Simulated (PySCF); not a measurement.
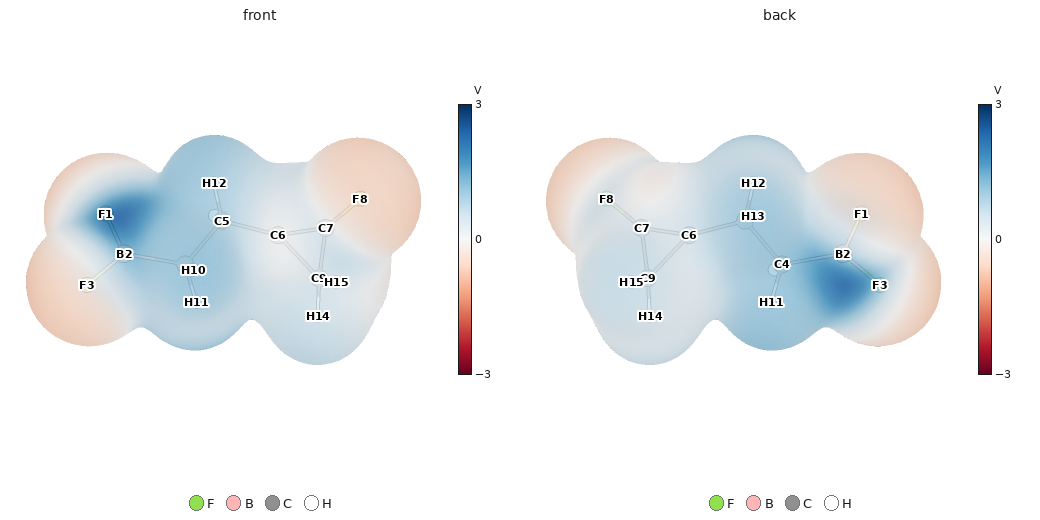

Figure. C$_{5}$H$_{6}$BF$_{3}$ (SMILES FB(F)CCC1=C(F)C1). The molecular electrostatic potential painted on the density surface at 0.002 e/bohr³, seen from the front and from behind; red is negative and blue positive.

Geometry: GFN2-xTB.

Computed with CAM-B3LYP/def2-SVPD, SCF density, gas phase (PySCF 2.14.0).

```xyz
15

F    -3.0661    0.2777   -1.3315
B    -2.6918    0.3333   -0.0704
F    -3.6883    0.4900    0.7767
C    -1.1908    0.2161    0.4013
C    -0.1646    0.1653   -0.7449
C     1.1963   -0.0122   -0.2182
C     2.4320    0.3304   -0.0462
F     3.4382    1.1540   -0.2813
C     2.0570   -0.9238    0.6592
H    -0.9487    1.0498    1.0657
H    -1.0755   -0.6827    1.0142
H    -0.2144    1.0820   -1.3353
H    -0.4050   -0.6745   -1.4024
H     1.9252   -0.9168    1.7362
H     2.3921   -1.8807    0.2729
```

### Where is the surface potential most negative and most positive?

The most negative region (about −0.7 V) lies over F1 and F3, the most positive (about +2.2 V) over B2.

### What dipole moment does the calculation give?

Its dipole moment is 0.81 D.
